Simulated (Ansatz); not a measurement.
# Ab initio dynamics of molten Ge19.7S70.5Sb9.8 (122 atoms), part 2 of 2

What local order and mobility does Ge19.7S70.5Sb9.8 (122 atoms) show in DFT dynamics?

Ansatz 0.2.0; Kohn-Sham DFT, PBE+D3(BJ), PAW (set soft_2), plane waves.

The cell: 24 Ge, 86 S and 12 Sb. Only the Γ point is sampled, in a cell whose shortest periodic width is 15 Å. Spin–orbit coupling is left out.

So far. Step 3 (Melting at 1600 K): Over the second half of 1020 fs the temperature averages 1658 K with swings of 90 K r.m.s. From first frame to last S has the largest mean square displacement, 6.4 Å² at the end; the farthest move is 4.63 Å. By the end of the lags followed (0.51 ps), the least mobile element has a mean square displacement of 1.6 Å², too little over such short lags to show that the memory of the start is lost. The vibrational density of states (Ge) has its highest peak at 61.1 cm⁻¹.

### Step 4. Liquid at 1200 K

The hot cell is sampled with a Nosé–Hoover thermostat, which disturbs diffusion little, and with stress on.

input.yaml

```yaml
crystal:
  lattice:
    - [14.8711, 0.0, 0.0]
    - [0.0, 14.8711, 0.0]
    - [0.0, 0.0, 14.8711]
  atoms:
    - { symbol: Ge, position: [0.85977, 0.00774, 0.88167] }
    - { symbol: Ge, position: [0.62985, 0.87672, 0.01622] }
    - { symbol: Ge, position: [0.0978, 0.43768, 0.05815] }
    - { symbol: Ge, position: [0.57209, 0.93733, 0.34452] }
    - { symbol: Ge, position: [0.14328, 0.7379, 0.96557] }
    - { symbol: Ge, position: [0.37376, 0.31198, 0.16938] }
    - { symbol: Ge, position: [0.99242, 0.8212, 0.79781] }
    - { symbol: Ge, position: [0.5475, 0.45224, 0.35124] }
    - { symbol: Ge, position: [0.6504, 0.11347, 0.76364] }
    - { symbol: Ge, position: [0.0372, 0.24902, 0.67895] }
    - { symbol: Ge, position: [0.04694, 0.59108, 0.58087] }
    - { symbol: Ge, position: [0.34573, 0.76137, 0.60586] }
    - { symbol: Ge, position: [0.6372, 0.21221, 0.60766] }
    - { symbol: Ge, position: [0.85879, 0.24772, 0.64454] }
    - { symbol: Ge, position: [0.787, 0.54361, 0.841] }
    - { symbol: Ge, position: [0.27932, 0.43483, 0.24522] }
    - { symbol: Ge, position: [0.78435, 0.53499, 0.31152] }
    - { symbol: Ge, position: [0.23048, 0.9109, 0.887] }
    - { symbol: Ge, position: [0.42631, 0.64298, 0.1271] }
    - { symbol: Ge, position: [0.10633, 0.14723, 0.44393] }
    - { symbol: Ge, position: [0.43744, 0.11574, 0.88494] }
    - { symbol: Ge, position: [0.32639, 0.2452, 0.68094] }
    - { symbol: Ge, position: [0.82359, 0.04241, 0.50709] }
    - { symbol: Ge, position: [0.03291, 0.97217, 0.2397] }
    - { symbol: S, position: [0.86111, 0.5568, 0.60635] }
    - { symbol: S, position: [0.86115, 0.2007, 0.93881] }
    - { symbol: S, position: [0.31767, 0.01486, 0.78828] }
    - { symbol: S, position: [0.32859, 0.75077, 0.95357] }
    - { symbol: S, position: [0.77263, 0.37649, 0.23624] }
    - { symbol: S, position: [0.18688, 0.02147, 0.39571] }
    - { symbol: S, position: [0.1037, 0.80659, 0.10195] }
    - { symbol: S, position: [0.45777, 0.7955, 0.78031] }
    [... 84 atom lines left out ...]
    - { symbol: Sb, position: [0.56545, 0.19045, 0.19236] }
    - { symbol: Sb, position: [0.05606, 0.52424, 0.83192] }
    - { symbol: Sb, position: [0.10597, 0.82569, 0.49808] }
    - { symbol: Sb, position: [0.66026, 0.62522, 0.93937] }
    - { symbol: Sb, position: [0.95278, 0.98188, 0.68165] }
    - { symbol: Sb, position: [0.70451, 0.10899, 0.0136] }
kpoints:
  mp_grid: { grid: [1, 1, 1] }
hamiltonian:
  xc: pbe
  dispersion: d3bj
scf:
  occupations: { method: fermi_dirac, width: 0.103 }
output:
  forces: true
  stress: true
md:
  timestep: 3
  n_steps: 370
  ensemble: nvt_nose_hoover
  temperature: 1200
  initial_velocities: maxwell_boltzmann
  seed: 1677
```

The run is started by

```
ansatz run input.yaml --threads 32 --pin off --max-ram 143360MiB --backend cuda --events-out ev --progress --plain --runs-dir out
```

Numbers of over 12 decimals in the logs are rounded to 6 here.

The log of the run:

```text
[...]
Warning: output.stress: scf.convergence.dr2_threshold = 1e-7 eV (the SCF's general default) is looser than the 1.08e-8 eV advised for a printed stress (1e-10 eV for each atom of the cell: 122, of which 108 are counted). What an SCF threshold leaves in a stress goes as its square root, and in the free energy as the threshold itself, and one threshold admits the most on a small cell: [...]
[...]
Crystal: 122 atoms, lattice volume = 3288.738 Å³
Basis set: ecut = 420 eV, 64229 PW (Γ), exchange–correlation on 200×200×200 points (8 copies of the dense FFT grid, shifted against one another)
Bands: 639, of which v1, the nominal top of the filled ones, is band 516 counted from 1 (515 counted from 0)
Symmetry: 1 space group operations
k-points: 1
[...]
SCF iter   1: F=—  HF=-258471.872324 eV  |F-HF|=—  |Δ(HF+E_count)|=         —  Δρ=5.31e-3  dr2=3.77e0  ethr=1.77e-3  ⟨swp⟩=6.0  Hψ=2590  notcnv=0  defer=16
[...]
SCF iter   2: F=—  HF=-258471.606223 eV  |F-HF|=—  |Δ(HF+E_count)|=   2.66e-1  Δρ=3.10e-3  dr2=1.03e0  ethr=3.65e-4  ⟨swp⟩=2.0  Hψ=910  notcnv=0  defer=29
[...]
SCF 1 converged in 12 iterations: F = -258471.447001 eV  dr2 = 3.69e-8
[...]
md step    32: t =    96.00 fs  T =  1360.3 K  F+E_penalty+E_count = -258476.04383197 eV  E_kin = 21.276452 eV  conserved = -258452.67920209 eV  P_inst = 0.0239 GPa  (6 SCF iters)
[... from here on, the SCF cycles and remarks between the steps are left out ...]
md step    76: t =   228.00 fs  T =  1407.5 K  F+E_penalty+E_count = -258481.20624618 eV  E_kin = 22.014634 eV  conserved = -258452.70331857 eV  P_inst = -0.0956 GPa  (7 SCF iters)
md step   120: t =   360.00 fs  T =  1157.4 K  F+E_penalty+E_count = -258481.39025128 eV  E_kin = 18.102420 eV  conserved = -258452.72463528 eV  P_inst = -0.4390 GPa  (10 SCF iters)
md step   164: t =   492.00 fs  T =  1206.7 K  F+E_penalty+E_count = -258482.46297416 eV  E_kin = 18.873821 eV  conserved = -258452.71309724 eV  P_inst = -0.2900 GPa  (6 SCF iters)
md step   208: t =   624.00 fs  T =  1260.8 K  F+E_penalty+E_count = -258480.61332614 eV  E_kin = 19.719188 eV  conserved = -258452.70070308 eV  P_inst = -0.5094 GPa  (6 SCF iters)
md step   252: t =   756.00 fs  T =  1287.6 K  F+E_penalty+E_count = -258481.38764789 eV  E_kin = 20.138227 eV  conserved = -258452.70143566 eV  P_inst = 0.1767 GPa  (6 SCF iters)
md step   296: t =   888.00 fs  T =  1089.8 K  F+E_penalty+E_count = -258482.37298890 eV  E_kin = 17.045410 eV  conserved = -258452.70392567 eV  P_inst = 0.1420 GPa  (5 SCF iters)
md step   340: t =  1020.00 fs  T =  1153.0 K  F+E_penalty+E_count = -258481.90813923 eV  E_kin = 18.034157 eV  conserved = -258452.70556559 eV  P_inst = -0.2162 GPa  (11 SCF iters)
md step   369: t =  1107.00 fs  T =  1236.3 K  F+E_penalty+E_count = -258481.26699445 eV  E_kin = 19.335709 eV  conserved = -258452.70149154 eV  P_inst = -0.3393 GPa  (5 SCF iters)
md step   370: t =  1110.00 fs  T =  1232.7 K  F+E_penalty+E_count = -258481.17491055 eV  E_kin = 19.280139 eV  conserved = -258452.69830593 eV  P_inst = -0.3955 GPa  (10 SCF iters)
SCF converged after 10 iterations
Free energy (F): -258481.174911 eV
[...]
Internal energy: -258479.428384 eV  (E = F + TS)
E sigma→0 (E₀):  -258480.301647 eV
Entropy (-TS):   -1.746527 eV (-14.316 meV/atom)
Fermi energy:    4.496300 eV
[...]
--- Forces (eV/Å), atoms counted from 1 ---
[... 122 lines of forces left out ...]
  max |Σ_I F_I| component: 2.65e-5 eV/Å
--- Stress (GPa, compression-positive) ---
       -1.508909       0.071595       0.230011
        0.071595      -0.938870      -0.048818
        0.230011      -0.048818      -0.632908
  P = ⅓ Tr σ = -1.0269 GPa (-10.269 kbar)
--- MD trajectory: 370 steps, t = 0.0 → 1110.0 fs ---
[...]
conserved energy: peak-to-peak 5.469e-2 eV (4.483e-4 eV/atom) over 1110.0 fs
```

The job ended after 4.4 min (1 × NVIDIA GB200 with 32 threads of Arm Neoverse V2, shared host; peak memory 1.9 GiB; 18 min of CPU time).

That memory is the host's.

The program notes that the SCF threshold is loose for the stress.

Rows from the run:

```csv
time (fs),T (K),potential (meV/atom),conserved (meV/atom)
0.0,1200,0.0,0.00
72.0,1365,-29.3,-0.04
156.0,1183,-35.7,-0.11
222.0,1429,-80.6,-0.17
288.0,1343,-90.5,-0.41
372.0,1069,-71.2,-0.18
444.0,1081,-77.1,-0.30
516.0,1258,-94.1,-0.30
600.0,1322,-87.7,-0.28
666.0,1284,-72.3,-0.16
732.0,1280,-73.5,-0.11
816.0,1169,-92.3,-0.31
888.0,1090,-89.6,-0.21
960.0,1048,-81.7,-0.21
1044.0,1129,-77.7,-0.17
1110.0,1233,-79.7,-0.16
```

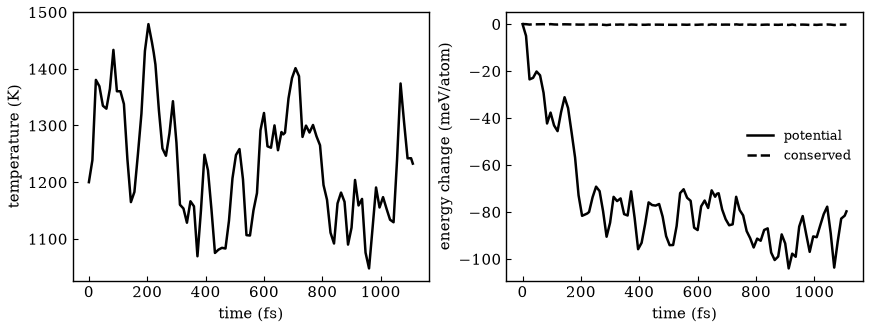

Temperature and energies against time.

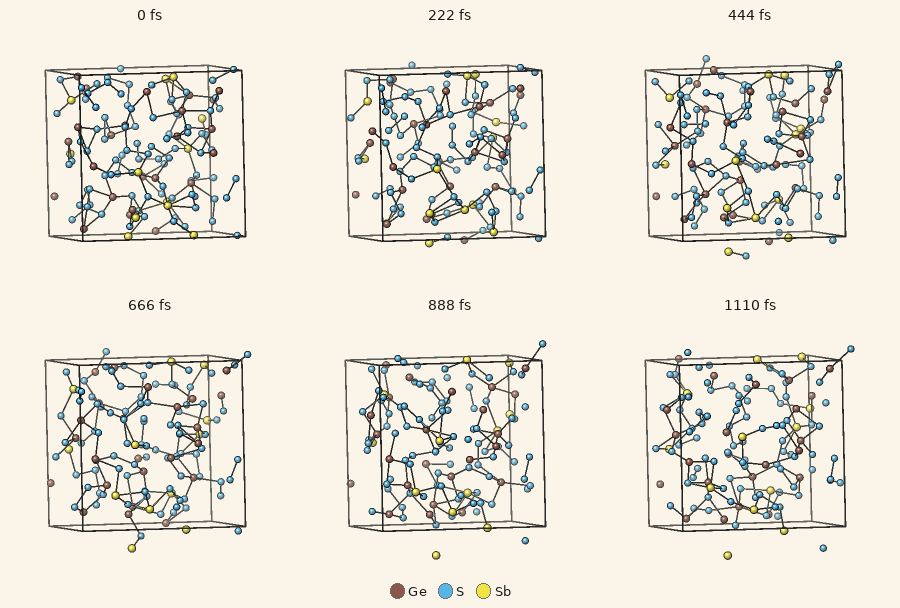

6 frames of the run. Bonds to atoms that aren't drawn are left out.

Mean square displacement from the first frame to the last: Ge 4.2 Å², S 5.1 Å², Sb 4.5 Å².

Table of mean square displacement by time lag:

```csv
time lag (fs),Ge (Å²),S (Å²),Sb (Å²)
3,3.5e-4,8.9e-4,2.1e-4
72,0.154,0.321,0.105
117,0.322,0.607,0.241
186,0.605,1.03,0.505
255,0.884,1.43,0.809
300,1.06,1.67,1.03
369,1.32,2.02,1.38
438,1.54,2.35,1.76
486,1.65,2.56,2.03
555,1.77,2.84,2.43
```

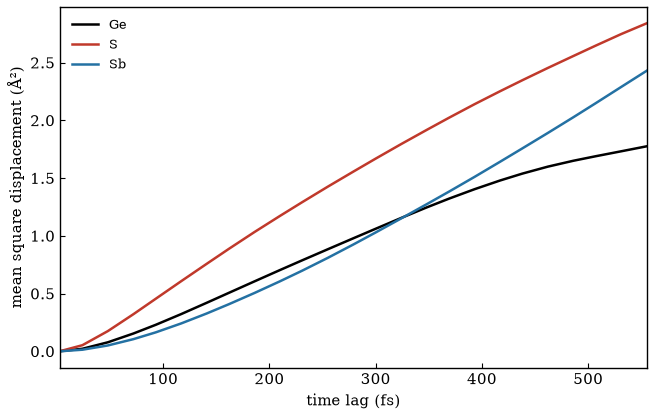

Mean square displacement, plotted against time lag.

From 297 steps of 3.0 fs, resolution about 37 cm-1. The vibrational density of states by wavenumber; read off at these points; values in 1e-3 per cm⁻¹:

```csv
wavenumber (cm⁻¹),Ge,S,Sb
0.0,0.998,2.38,1.08
37.4,1.14,2.65,0.872
56.2,1.08,2.75,0.718
100.0,0.730,2.39,0.341
200.0,0.250,1.55,0.0715
300.0,0.174,0.943,0.0510
400.0,0.0508,0.432,0.00673
500.0,0.0102,0.341,0.00255
600.0,0.00348,0.0607,6.3e-4
700.0,0.00218,0.0142,1.9e-4
800.0,6.0e-4,0.00676,6.8e-5
900.0,1.9e-4,0.00494,2.3e-5
1000.0,1.2e-4,0.00412,5.9e-6
1100.0,4.1e-5,0.00184,2.4e-6
1200.0,1.5e-5,3.6e-4,1.1e-6
1300.0,7.6e-6,2.0e-4,0
```

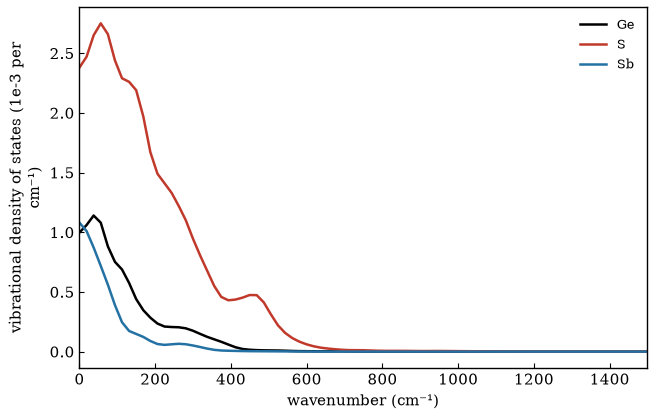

Vibrational density of states against wavenumber.

Over the second half of 1110 fs the temperature averages 1222 K with swings of 89 K r.m.s. The conserved energy stays within 0.45 meV/atom, peak to peak. From first frame to last S has the largest mean square displacement, 5.1 Å² at the end; the farthest move is 5.01 Å. By the end of the lags followed (0.56 ps), the least mobile element has a mean square displacement of 1.8 Å², too little over such short lags to show that the memory of the start is lost. The slope of the later half of the mean square displacement gives diffusion coefficients of about 7.8e-5 cm²/s (S); over so short a run these are rough. The vibrational density of states (Ge) has its highest peak at 37.4 cm⁻¹. The run spans 1.11 ps, too short for its means to be equilibrium values.

### Step 5. Structure statistics late in the run

The g(r) is a mean over the second half.

Density 3.01 g/cm³, 26.96 Å³ an atom.

Mean of 14 frames. Pair distribution functions g(r), in bins of 0.2 Å:

```csv
r (Å),total,S-S,S-Ge,S-Sb,Ge-Ge,Ge-Sb,Sb-Sb
1.80,0.08,0.15,0.00,0.00,0.00,0.00,0.00
2.00,0.85,1.61,0.17,0.00,0.00,0.00,0.00
2.20,0.96,0.77,1.98,0.22,0.00,0.00,0.00
2.40,1.22,0.23,2.86,2.25,0.05,0.00,0.00
2.60,0.99,0.12,2.02,2.63,0.10,0.00,0.00
2.80,0.75,0.26,1.34,1.73,0.00,0.16,0.00
3.00,0.83,0.65,1.05,1.40,0.28,0.28,0.00
3.20,0.92,0.94,0.90,1.08,0.63,0.60,0.50
3.40,1.19,1.34,0.98,1.03,1.12,1.59,0.65
3.60,1.27,1.54,0.91,0.80,1.48,1.82,1.60
3.80,1.25,1.48,0.91,0.82,1.38,2.07,0.82
4.00,1.15,1.33,0.87,0.82,1.28,1.83,0.90
4.20,1.00,1.03,0.89,0.85,1.29,1.45,1.85
4.40,0.86,0.93,0.74,0.66,1.02,1.29,1.28
4.60,0.89,0.94,0.85,0.59,1.17,1.12,1.30
4.80,0.90,0.92,0.89,0.77,0.92,1.06,0.73
5.00,0.89,0.92,0.89,0.77,0.88,0.91,0.87
5.20,1.02,1.02,1.06,0.94,1.00,1.03,1.16
5.40,0.99,0.94,1.07,1.08,0.91,0.87,1.29
5.60,1.02,1.00,1.04,1.21,0.68,0.86,0.96
5.80,1.04,0.99,1.04,1.25,0.90,0.91,1.15
6.00,1.04,0.98,1.16,1.17,0.81,0.86,1.09
6.20,1.02,0.96,1.12,1.20,0.82,0.73,0.88
6.40,1.01,0.99,1.03,1.17,0.89,0.92,0.44
6.60,1.02,0.99,1.00,1.18,1.14,1.03,0.68
6.80,1.02,1.04,0.96,1.02,1.17,1.03,0.51
7.00,1.00,1.00,1.01,1.00,1.07,0.90,0.75
7.20,1.01,1.00,1.04,0.96,1.07,1.09,0.75
```

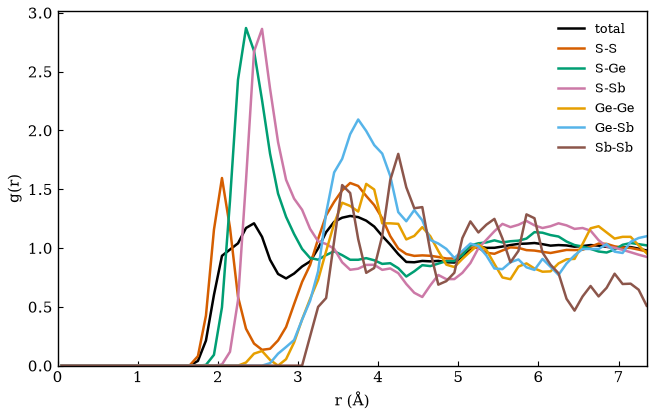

Pair distribution functions, lightly smoothed.

### Step 6. What came out

```json
{
 "mean temperature, second half (liquid at 1200 K)": "1222 K",
 "temperature swing, second half (liquid at 1200 K)": "89 K",
 "mean pressure, second half (liquid at 1200 K)": "0.0573 GPa",
 "slope of the conserved energy against time, by least squares (liquid at 1200 K)": "-0.1294 meV/atom/ps",
 "wall time of the 3 DFT runs": "8.5 min"
}
```

In words: Melting at 1600 K: by the end of the lags followed (0.51 ps), the least mobile element has a mean square displacement of 1.6 Å², too little over such short lags to show that the memory of the start is lost. Liquid at 1200 K: by the end of the lags followed (0.56 ps), the least mobile element has a mean square displacement of 1.8 Å², too little over such short lags to show that the memory of the start is lost. Liquid at 1200 K: the slope of the later half of the mean square displacement gives diffusion coefficients of about 7.8e-5 cm²/s (S); over so short a run these are rough.

**Limits.** The program warns that the dispersion model switches its C6 values near this geometry, which can put artefacts into forces and pressure.

[Logs are printed without paths, hosts, clocks, repeated set-up lines and the standing remarks that a program may print on its own settings, such as how far it seeks lower states.]

[Hosts, paths, dates, database ids (printed as entryN), source tags and the programs' standing remarks are cut or masked in the printed files.]
